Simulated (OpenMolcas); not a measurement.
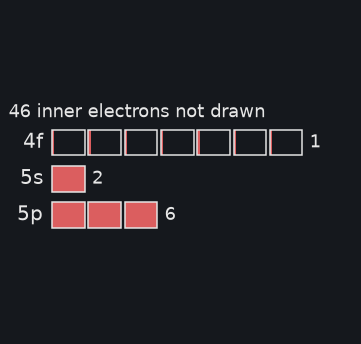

Fig. 1: The outer shells of the leading configuration of the lowest level: a box for each of the 2l + 1 orbitals, shaded by the share of the shell that is filled, with the electron count at the right.

# Run report: Ce³⁺, multiconfigurational calculation

System: Ce³⁺, among 6 point charges of −0.25 e at 2.63 Å, trigonal antiprism (D3d), axial distortion 1.2, whose field is part of the energies.
Method: state-averaged CASSCF, active space 1 electron in the shell 4f, basis ANO-RCC-VDZP, DKH2 scalar Hamiltonian, spin-orbit coupling by RASSI with atomic mean-field integrals (OpenMolcas).

### Results in brief

```tsv
quantity	value
outcome	converged
energy of the lowest spin-free term	−8852.95518 hartree
energy of the lowest spin-orbit level	−8852.96137 hartree
largest spread among components of a term	0.0 cm⁻¹
hardware	1 CPU thread, shared host
wall time	1.6 s
```

### Notes

To bear in mind: point charges have no covalency.

### The input
```
&GATEWAY
Coord
1

Ce 0.0 0.0 0.0
Basis=ANO-RCC-VDZP
Group=XYZ
NoMove
AngMom=0.0 0.0 0.0
AMFI
XField
3 Angstrom 0
0.000000 2.396664 1.083005 -0.250000
2.075572 -1.198332 1.083005 -0.250000
2.075572 1.198332 -1.083005 -0.250000
&SEWARD
&RASSCF
FileOrb=start.orb
Symmetry=2
Spin=2
nActEl=1 0 0
Inactive=15 12
Ras2=0 7
CIRoot=7 7 1
SDav=7
CIMx=300
Iter=120 100
PrWF=0.3
OrbListing=Nothing
MaxOrb=0
>>> COPY $Project.JobIph JOB001
&RASSI
NrOfJobIphs=1 7
1 2 3 4 5 6 7
IphNames
JOB001
EJob
SpinOrbit
DIPRint=1.0
SOCoupling=1000.0
Subsets=2
Property=9
'ANGMOM' 1 'ANGMOM' 2 'ANGMOM' 3 'MLTPL  1' 1 'MLTPL  1' 2 'MLTPL  1' 3
'AMFI' 1 'AMFI' 2 'AMFI' 3
SOProperty=3
'ANGMOM' 1 'ANGMOM' 2 'ANGMOM' 3
```

The file start.orb holds starting orbitals from an earlier step. A driver script formed the levels outside the program, from RASSI's spin-orbit matrix and the active-space energies, averaged over the components of each term or state.

### Log (extracts)
```
--- SEWARD ---
Basis set label: CE.ANO-RCC...7S6P4D2F1G.

      Electronic valence basis set:
      ------------------
      Associated Effective Charge  58.000000 au
      Associated Actual Charge     58.000000 au
      Nuclear Model: Point charge

      Shell  nPrim  nBasis  Cartesian Spherical Contaminant
         s      25       7        X
         p      22       6        X
         d      15       4                 X
         f      11       2                 X
         g       4       1                 X
                  Relativistic Douglas-Kroll-Hess integrals:
                    - DKH order of Hamiltonian: 2
                    - DKH order of Properties : 0
                  Atomic mean-field integrals
--- RASSCF ---
Wave function specifications:
      -----------------------------

      Number of closed shell electrons          54
      Number of electrons in active shells       1
      Max number of holes in RAS1 space          0
      Max nr of electrons in RAS3 space          0
      Number of inactive orbitals               27
      Number of active orbitals                  7
      Number of secondary orbitals              34
      Spin quantum number                      0.5
      State symmetry                             2
Orbital specifications:
      -----------------------

      Symmetry species                           1   2
                                                ag  au
      Frozen orbitals                            0   0
      Inactive orbitals                         15  12
      Active orbitals                            0   7
      RAS1 orbitals                              0   0
      RAS2 orbitals                              0   7
      RAS3 orbitals                              0   0
      Secondary orbitals                        21  13
      Deleted orbitals                           0   0
      Number of basis functions                 36  32
      Number of CSFs                             7
      Number of root(s) required                 7
      Iter CI   SX   CI       RASSCF       Energy    max ROT     max BLB   max BLB  Level Ln srch  Step   QN
          iter iter root      energy       change     param      element    value   shift minimum  type update
 Nr of preliminary CI iterations:   1
      Total energies have been shifted. Add                -8000.00 au
        1   1    5    0  -852.93312640    0.00E+00  -6.94E-02   11  21 2  9.74E-02*  0.37   0.00    SX    NO
        2   1    5    0  -852.95330549   -2.02E-02* -1.07E-02   10  23 1  2.78E-02*  0.48   0.00    SX    NO
        3   1    5    0  -852.95438574   -1.08E-03*  2.29E-03   11  21 2  8.58E-03*  0.46   0.00    SX    NO
        4   1    4    0  -852.95447064   -8.49E-05*  6.99E-04   11  21 2  2.61E-03*  0.47   0.00    SX    NO
        5   1    4    0  -852.95447952   -8.89E-06*  3.10E-04   11  21 2  9.99E-04*  0.47   1.44    LS   YES
        6   1    4    0  -852.95448045   -9.27E-07*  1.78E-04   13  26 1 -4.49E-04*  0.47   1.00    QN   YES
        7   1    4    0  -852.95448074   -2.89E-07*  2.14E-05   12  25 2  5.28E-05   0.47   0.93    QN   YES
        8   1    3    0  -852.95448075   -7.13E-09  -1.18E-05   11  18 2 -2.43E-05   0.47   1.42    QN   YES
      Convergence after  8 iterations
        9   1    3    0  -852.95448075   -1.54E-09  -1.18E-05   11  18 2 -7.03E-06   0.47   1.42    QN   YES
      Natural orbitals and occupation numbers for root  1
      sym 2:   0.000000   0.000000  -0.000000   1.000000   0.000000   0.000000   0.000000
      Natural orbitals and occupation numbers for root  2
      sym 2:   0.000000  -0.000000   0.000000   0.000000   1.000000   0.000000   0.000000
      Natural orbitals and occupation numbers for root  3
      sym 2:   0.000000  -0.000000   1.000000   0.000000   0.000000   0.000000  -0.000000
::    RASSCF root number  1 Total energy:  -8852.95517805
::    RASSCF root number  2 Total energy:  -8852.95498582
::    RASSCF root number  3 Total energy:  -8852.95498582
::    RASSCF root number  4 Total energy:  -8852.95440236
::    RASSCF root number  5 Total energy:  -8852.95440236
::    RASSCF root number  6 Total energy:  -8852.95379051
::    RASSCF root number  7 Total energy:  -8852.95362032
--- RASSI ---
SPIN-FREE ENERGIES:
  (Shifted by EMIN (a.u.) =      -8852.9551780502)

 SF State       Relative EMIN(au)   Rel lowest level(eV)    D:o, cm**(-1)      L_eff

     1             0.0000000000        0.0000000000              0.0000         3.0
     2             0.0001922343        0.0052309623             42.1906         3.0
     3             0.0001922343        0.0052309623             42.1906         3.0
     4             0.0007756901        0.0211076030            170.2443         3.0
     5             0.0007756901        0.0211076030            170.2443         3.0
     6             0.0013875438        0.0377569916            304.5307         3.0
     7             0.0015577272        0.0423879164            341.8816         3.0
     Dipole printing threshold changed to   1.00000000E+00
Eigenvalues of complex Hamiltonian:
   -----------------------------------
  (Shifted by EMIN (a.u.) =      -8852.9551780502)

 SO State       Relative EMIN(au)   Rel lowest level(eV)    D:o, cm**(-1)     J-value

     1            -0.0061917009        0.0000000000              0.0000         2.4
     2            -0.0061917009        0.0000000000              0.0000         2.4
     3            -0.0057227697        0.0127602696            102.9185         2.1
     4            -0.0057227697        0.0127602696            102.9185         2.1
     5            -0.0049751478        0.0331040969            267.0025         1.2
     6            -0.0049751478        0.0331040969            267.0025         1.2
     7             0.0048264773        0.2998199026           2418.2106         3.4
     8             0.0048264773        0.2998199026           2418.2106         3.4
     9             0.0051080119        0.3074808513           2480.0003         3.2
    10             0.0051080119        0.3074808513           2480.0003         3.2
    11             0.0056240744        0.3215236256           2593.2629         2.6
    12             0.0056240744        0.3215236256           2593.2629         2.6
    13             0.0062121748        0.3375266539           2722.3361         1.5
    14             0.0062121748        0.3375266539           2722.3361         1.5
Weights of the five most important spin-orbit-free states for each spin-orbit state.

 SO State  Total energy (au)           Spin-free states, spin, and weights
 -------------------------------------------------------------------------------------------------------
    1        -0.006192       1 0.5  0.4350    2 0.5  0.2771    3 0.5  0.2771    6 0.5  0.0060    7 0.5  0.0024
    2        -0.006192       1 0.5  0.4350    2 0.5  0.2771    3 0.5  0.2771    6 0.5  0.0060    7 0.5  0.0024
    3        -0.005723       4 0.5  0.3420    5 0.5  0.3420    3 0.5  0.1580    2 0.5  0.1580    6 0.5  0.0000
    4        -0.005723       4 0.5  0.3420    5 0.5  0.3420    3 0.5  0.1580    2 0.5  0.1580    6 0.5  0.0000
    5        -0.004975       6 0.5  0.4183    7 0.5  0.4101    5 0.5  0.0823    4 0.5  0.0823    1 0.5  0.0040
    6        -0.004975       6 0.5  0.4183    7 0.5  0.4101    5 0.5  0.0823    4 0.5  0.0823    1 0.5  0.0040
    7         0.004826       1 0.5  0.5562    2 0.5  0.2182    3 0.5  0.2182    6 0.5  0.0033    7 0.5  0.0016
    8         0.004826       1 0.5  0.5562    2 0.5  0.2182    3 0.5  0.2182    6 0.5  0.0033    7 0.5  0.0016
    9         0.005108       3 0.5  0.3420    2 0.5  0.3420    4 0.5  0.1580    5 0.5  0.1580    6 0.5  0.0000
   10         0.005108       3 0.5  0.3420    2 0.5  0.3420    4 0.5  0.1580    5 0.5  0.1580    6 0.5  0.0000
   11         0.005624       5 0.5  0.4133    4 0.5  0.4133    6 0.5  0.1118    7 0.5  0.0579    1 0.5  0.0026
   12         0.005624       5 0.5  0.4133    4 0.5  0.4133    6 0.5  0.1118    7 0.5  0.0579    1 0.5  0.0026
```

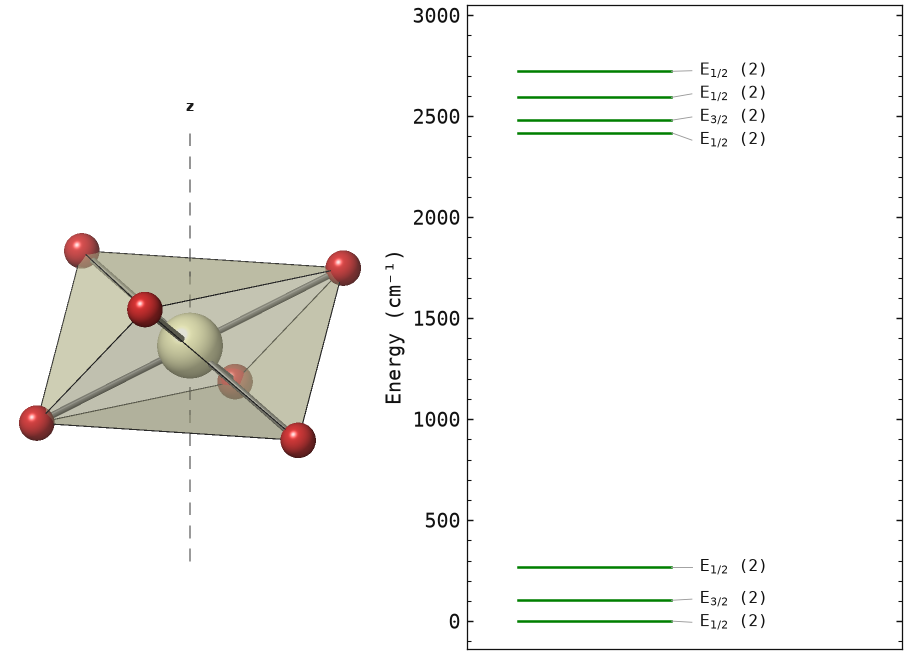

Fig. 2: Ce³⁺ (4f) among 6 point charges of −0.25 e at 2.63 Å, arranged as: trigonal antiprism (D3d), axial distortion 1.2, with its levels. Labels give the representation in O, Td, D4 or D3 as the site allows (double group for half-integer spin) where it could be assigned and, in brackets, the degeneracy; spin-free states, where drawn, share the zero of the spin-orbit levels. The ground level is E₁/₂, a Kramers doublet, 100 % from states of spin multiplicity 2, effective J = 2.50, with |mJ| = 1/2 the largest share (98 %). Its principal g values are 0.78, 2.51 and 2.51, easy-plane. The next level lies at 103 cm⁻¹ (E₃/₂). The lowest J multiplet spreads over 267 cm⁻¹.
